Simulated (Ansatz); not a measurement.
**Pressure series in hypothetical rock salt PdGe**

The reference is PdGe in the rock salt structure (space group Fm-3m, No. 225; a = 5.128 Å; a hypothetical phase, not in the database extracts checked).

Cell and atoms are relaxed at each pressure.

Method: DFT with PBEsol, PAW potentials and a 420 eV plane-wave cutoff in Ansatz (a program for electronic structure), scalar-relativistic without spin-orbit coupling.

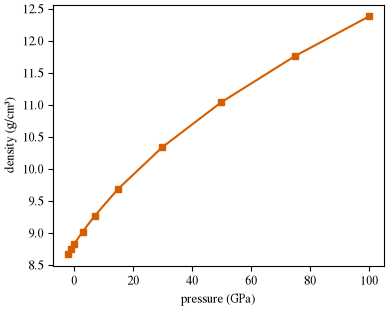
Fig. 1. Density against pressure

```json
[
 {"pressure (GPa)": "-2", "density": "8.67 g/cm³"},
 {"pressure (GPa)": "-1", "density": "8.75 g/cm³"},
 {"pressure (GPa)": "3", "density": "9.02 g/cm³"},
 {"pressure (GPa)": "7", "density": "9.26 g/cm³"},
 {"pressure (GPa)": "15", "density": "9.68 g/cm³"},
 {"pressure (GPa)": "30", "density": "10.34 g/cm³"},
 {"pressure (GPa)": "50", "density": "11.04 g/cm³"},
 {"pressure (GPa)": "75", "density": "11.76 g/cm³"},
 {"pressure (GPa)": "100", "density": "12.38 g/cm³"}
]
```

Load acts through the strain it causes; cell and atoms are relaxed under it. Whether these cells are dynamically stable was not tested. No other phases were tried under pressure. All final runs are without spin polarisation.
